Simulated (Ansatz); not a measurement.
Input file:

```
crystal:
  periodic: [false, false, false]
  atoms:
    - {symbol: Si, position_ang: [0.103710, -2.133048, -1.916806]}
    - {symbol: Si, position_ang: [-1.784406, -1.031015, -1.041739]}
    - {symbol: Si, position_ang: [0.164798, -2.133291, 2.152333]}
    - {symbol: Si, position_ang: [-1.720188, -0.993953, 1.325373]}
    - {symbol: Si, position_ang: [-1.796249, 1.155439, -1.916146]}
    - {symbol: Si, position_ang: [-1.767453, 1.208357, 2.151644]}
    - {symbol: Si, position_ang: [2.046358, -1.082787, -1.100878]}
    - {symbol: Si, position_ang: [2.178867, -1.315806, 1.248199]}
    - {symbol: Si, position_ang: [2.062723, 1.191955, -1.706816]}
    - {symbol: Si, position_ang: [0.083995, 2.313741, -1.100173]}
    - {symbol: Si, position_ang: [-0.051584, 2.543744, 1.249081]}
    - {symbol: H, position_ang: [0.100991, -3.585761, -1.508699]}
    - {symbol: H, position_ang: [0.075717, -2.061740, -3.423687]}
    - {symbol: H, position_ang: [-3.037646, -1.754915, -1.474132]}
    - {symbol: H, position_ang: [0.042463, -3.593510, 1.792601]}
    - {symbol: H, position_ang: [0.198040, -2.017899, 3.656761]}
    - {symbol: H, position_ang: [-2.952943, -1.706777, 1.832504]}
    - {symbol: H, position_ang: [-1.748918, 1.096161, -3.423066]}
    - {symbol: H, position_ang: [-3.056064, 1.878447, -1.507402]}
    - {symbol: H, position_ang: [-3.093028, 1.831610, 1.789712]}
    - {symbol: H, position_ang: [-1.652968, 1.180130, 3.656238]}
    - {symbol: H, position_ang: [3.262989, -1.736121, -1.714575]}
    - {symbol: H, position_ang: [3.289561, -2.279817, 1.585381]}
    - {symbol: H, position_ang: [2.513394, 0.010420, 1.882067]}
    - {symbol: H, position_ang: [2.242538, 1.296013, -3.202143]}
    - {symbol: H, position_ang: [3.236171, 1.869651, -1.042529]}
    - {symbol: H, position_ang: [0.125340, 3.694348, -1.713244]}
    - {symbol: H, position_ang: [1.263771, 2.168775, 1.882974]}
    - {symbol: H, position_ang: [-0.329950, 3.987648, 1.587157]}
basis:
  gaussian: {orbitals: def2-TZVP, fitting: {mean_field: def2-universal-jkfit}, initial_orbitals: start.molden}
hamiltonian: {xc: pbe0, dispersion: d4}
scf: {omitted_lower_state_checks: [starts]}
output: {forces: true, orbitals: {seedname: orbitals}}
```

Command:

```sh
ansatz run in.yaml --threads 2 --pin off --events-out ev --progress --plain --max-ram 22528MiB --backend cuda --devices 0, --max-vram 18GiB
```

Geometry: PBE-D4/def2-SVP.

Method: RKS PBE0-D4/def2-TZVP (Ansatz).

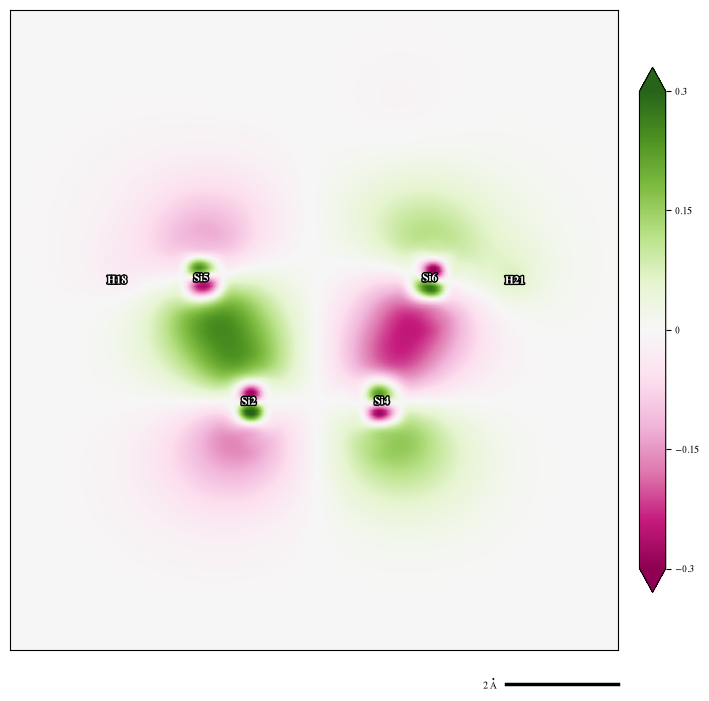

H18Si11. The HOMO on the plane of atoms Si4, Si2 and Si5 (values in Å⁻³ᐟ²; the overall sign is arbitrary).

Describe this orbital and give its energy.

By Hirshfeld shares it lies mainly on Si2 (about 15 %), Si4 (about 15 %), Si1 (about 10 %), Si5 (about 10 %), Si3 (about 10 %) and Si6 (about 10 %). Its energy is −7.45 eV.
